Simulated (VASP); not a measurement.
Data:

```
CELL_PARAMETERS angstrom
      1.90462    -3.29890     0.00000
      1.90462     3.29890     0.00000
      0.00000     0.00000     6.24152
ATOMIC_POSITIONS crystal
  Zn 0.66667 0.33333 0.50020
  Zn 0.33333 0.66667 0.00020
  S  0.66667 0.33333 0.87480
  S  0.33333 0.66667 0.37480
```

Computed with r2SCAN meta-GGA, VASP's PBE PAW potentials (set 64) (plane waves; VASP). Run with 520 eV cut-off, 8×8×4 Γ-centred mesh, tetrahedra with Blöchl corrections, potentials Zn S.

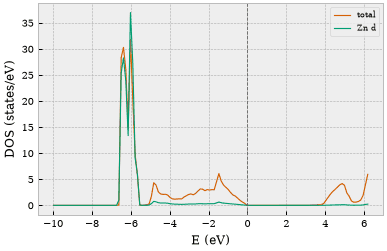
*Total and projected density of states, zero at the valence-band maximum*

Within 2 eV below the valence-band maximum the largest weight inside VASP's projection spheres is S p, then Zn d.

The gap is direct, 2.79 eV, from the valence maximum at Γ to the conduction minimum at Γ.

The compound is ZnS in the wurtzite structure, the high-temperature form. It was relaxed first.
